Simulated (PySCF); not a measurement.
# HBS (hydrogen boron sulfide) at PBE/STO-6G

What is the vertical singlet–triplet gap of HBS (hydrogen boron sulfide) at PBE/STO-6G? Input form: a Python script.

Program for the calculation: PySCF 2.14.0.

29 further runs of the same task are left out: 15 that didn't finish, 14 set aside as unsound or not needed.

## 1. The system as given

HBS: 3 atoms, total charge 0, spin state singlet. SMILES: `B=S`. The coordinates come from a GFN2-xTB relaxation.

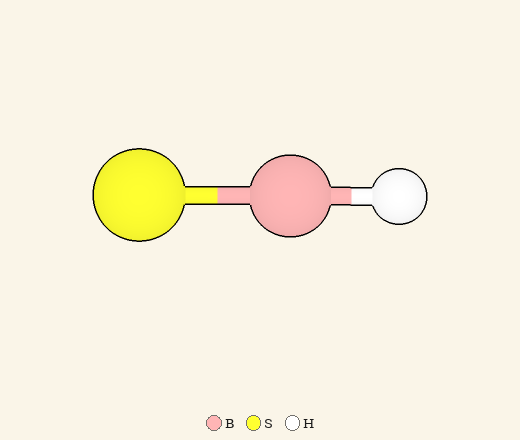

The structure, seen from a chosen angle (boron pink, sulfur yellow, hydrogen white).

## 2. The energy at PBE/STO-6G

Contents of mol.xyz:

```xyz
3

B     -0.041030    -0.016100     0.142540
S      0.395320     0.146510    -1.379660
H     -0.354300    -0.130410     1.237110
```

Contents of calc.py:

```python
# hydrogen boron sulfide
from pyscf import gto, dft

system = gto.M(
    atom='mol.xyz',
    verbose=3,
    charge=0,
    spin=0,
    max_memory=1860,
    basis='sto-6g',
)

myscf = dft.RKS(system, xc='pbe')
myscf.grids.level = 5
myscf.conv_tol = 1e-10
myscf.kernel()
if not myscf.converged:
    myscf = myscf.newton().run(myscf.mo_coeff, myscf.mo_occ)

e_tot = myscf.e_tot
print('E(%s) = %.9f' % ('PBE', e_tot))
```

Command:

```sh
$ OMP_NUM_THREADS=1 python calc.py
```

What it wrote:

```text
converged SCF energy = -421.970872182405
E(PBE) = -421.970872182
```

Run time: 1.8 s. Hardware: 1 thread of Arm Neoverse V1, shared host; peak memory 0.17 GiB.

## 3. The triplet

Contents of calc.py:

```python
from pyscf import gto, dft

molecule = gto.Mole()
molecule.atom = '''
B     -0.077535    -0.030425     0.269362
S      0.747047     0.276864    -2.607180
H     -0.669530    -0.246439     2.337799
'''
molecule.max_memory = 1860
molecule.verbose = 3
molecule.spin = 2
molecule.unit = 'bohr'
molecule.basis = 'sto-6g'
molecule.build()

mf = dft.UKS(molecule, xc='pbe')
mf.conv_tol = 1e-10
mf.grids.level = 5
mf.kernel()
if not mf.converged:
    mf = mf.newton().run(mf.mo_coeff, mf.mo_occ)

etot = mf.e_tot
print('E(%s) = %.9f' % ('PBE', etot))
```

Command:

```sh
$ OMP_NUM_THREADS=1 python calc.py
```

What it wrote:

```text
WARN: HOMO -0.0131507835417416 >= LUMO -0.268198460690154

WARN: HOMO 0.0580539063283662 >= LUMO -0.153877627398076

WARN: HOMO 0.0436677023181516 >= LUMO -0.144107514713016

WARN: HOMO 0.0420093830764385 >= LUMO -0.142212986522042

WARN: HOMO 0.0407558644237178 >= LUMO -0.141520499311658

WARN: HOMO 0.0407148243822315 >= LUMO -0.141647734456346

WARN: HOMO 0.0407593719899325 >= LUMO -0.141651000034021

WARN: HOMO 0.040755619784109 >= LUMO -0.141657329025605

WARN: HOMO 0.0407546325077397 >= LUMO -0.141656311913844

WARN: HOMO 0.0407549794401616 >= LUMO -0.141656702424998

WARN: HOMO 0.0407548976552901 >= LUMO -0.141656656867536

converged SCF energy = -421.767420172824  <S^2> = 2.0036954  2S+1 = 3.0024626
E(PBE) = -421.767420173
```

It took 2.8 s on 1 thread of Arm Neoverse V1, shared host; peak memory 0.18 GiB.

## 4. Summary of results

Level: PBE/STO-6G.

```
                                        quantity          value
                           singlet: total energy  -421.97087 Eh
                          singlet: dipole moment         0.04 D
                            singlet: HOMO energy       -4.56 eV
                            singlet: LUMO energy        1.89 eV
                          singlet: HOMO–LUMO gap        6.45 eV
                           triplet: total energy  -421.76742 Eh
                          triplet: dipole moment         1.30 D
                                   triplet: ⟨S²⟩          2.004
vertical energy of the triplet above the singlet       5.536 eV
```

**Reading.** At this shape the triplet lies 5.54 eV (534 kJ/mol) above the singlet. In a minimal basis such a difference can be off by several eV, whatever the method. Mulliken charges (triplet) run from -0.17 on B1 to +0.21 on S2.
